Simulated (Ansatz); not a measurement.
```yaml
atoms:
  - { symbol: C, position_ang: [-1.6265, 0.7442, -0.3645] }
  - { symbol: B, position_ang: [-0.7312, -0.1828, 0.5250] }
  - { symbol: F, position_ang: [-1.0083, -0.2037, 1.8421] }
  - { symbol: C, position_ang: [0.4552, -1.0300, 0.0334] }
  - { symbol: Al, position_ang: [2.1057, 0.0322, 0.0425] }
  - { symbol: H, position_ang: [-1.2254, 0.9152, -1.3646] }
  - { symbol: H, position_ang: [-2.6109, 0.2742, -0.4806] }
  - { symbol: H, position_ang: [-1.8084, 1.7095, 0.1169] }
  - { symbol: H, position_ang: [0.3379, -1.3047, -1.0218] }
  - { symbol: H, position_ang: [0.6434, -1.9124, 0.6507] }
  - { symbol: H, position_ang: [3.2850, -0.3304, 1.0383] }
  - { symbol: H, position_ang: [2.2602, 1.2334, -0.9836] }
```

Geometry: PBE0-D4/def2-TZVP.

Computed with RKS PBE0-D4/def2-TZVPP (Ansatz 0.2.0).

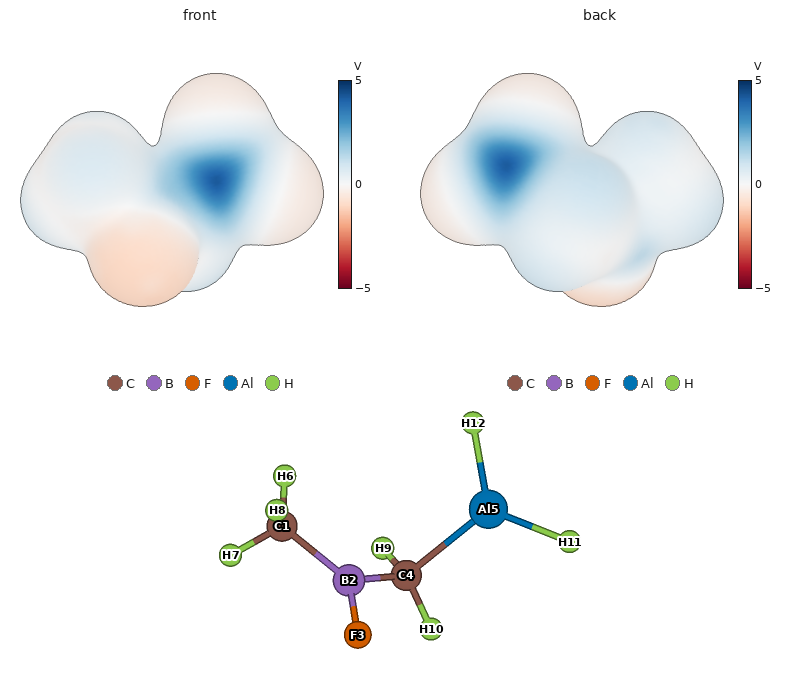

C$_{2}$H$_{7}$AlBF (SMILES CB(F)[CH2][AlH2]). The molecular electrostatic potential painted on the density surface at 0.002 e/bohr³, seen from the front and from behind; red is negative and blue positive. The bare structure is drawn below in the same view.

Describe the electrostatic potential map.

The most negative region (about −1.0 V) lies over F3, the most positive (about +4.0 V) over Al5.
